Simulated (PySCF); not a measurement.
# C3H11BN2Si: electronic excitations

Aim: predict the electronic excitations of C3H11BN2Si (`B[C@@H]1CC[Si]1(N)N`).

Computed with PySCF 2.14.0, with density-fitted response routines of our own, on a single molecule in the gas phase. Atoms are numbered from 0 throughout.

## Step 1: The starting structure

18 atoms, charge 0, multiplicity 1; geometry from: GFN2-xTB.

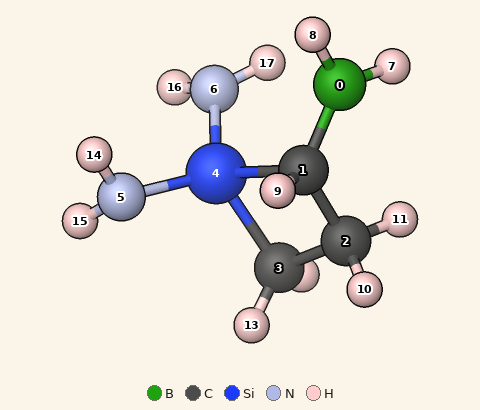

As it starts; boron green, carbon dark grey, silicon blue, nitrogen light blue, hydrogen pink, atoms numbered.

## Step 2: TDDFT and polarisability: PBE0/def2-SVPD

The job: settings as JSON, then the geometry in Å.

```
{"job": {"kind": "uv", "xc": "PBE0", "basis": "def2-SVPD", "nstates": 8, "ntriplets": 3}, "charge": 0, "multiplicity": 1}
B     -0.978316     1.966038     0.216083
C     -1.127421     0.467231    -0.031849
C     -1.239595    -0.536963     1.130966
C     -0.041405    -1.469101     0.850090
Si     0.609319    -0.266005    -0.481772
N      0.713145    -0.988089    -2.047969
N      1.919368     0.817911    -0.159057
H     -0.699607     2.374976     1.281644
H     -1.084202     2.724589    -0.671901
H     -1.803905     0.199862    -0.841595
H     -2.194616    -1.061198     1.139228
H     -1.122803    -0.032479     2.089593
H      0.578124    -1.649420     1.726569
H     -0.359219    -2.438998     0.473877
H      0.680484    -0.368927    -2.842254
H      1.426554    -1.683302    -2.194744
H      2.870056     0.504512    -0.273315
H      1.845277     1.445681     0.624747
```

Level: TDDFT PBE0/def2-SVPD, vertical, gas phase, core orbitals frozen in the response.

On the command line:

```
$ OMP_NUM_THREADS=1 python probes_run.py task.json out
```

This one command runs all jobs of the session in turn.

Predict these results of the whole session: lowest singlet (PBE0/def2-SVPD); brightest single state of those computed; lowest triplet; surface potential, least and greatest.

As calculated:

| quantity | value |
| --- | --- |
| lowest singlet (PBE0/def2-SVPD) | 5.04 eV (246 nm), f = 0.027 |
| brightest single state of those computed | state 7, 6.81 eV, f = 0.056 |
| lowest triplet | 4.47 eV |
| surface potential, least and greatest | -1.18 V and 1.65 V |

What this shows: The first singlet state (HOMO→LUMO 0.97) lies at 5.04 eV and is weak; of the 8 states computed, the strongest absorption comes from state 7 at 6.81 eV. The lowest triplet lies 0.57 eV below the lowest singlet (triplets in Tamm-Dancoff, singlets in full TDDFT). At PBE0/def2-SVPD, counted by nearest atom on the grid, the HOMO lies on N6 25 %; C1, C3 about 18 % each, the LUMO on B0 40 %; H7, H8 about 14 % each.
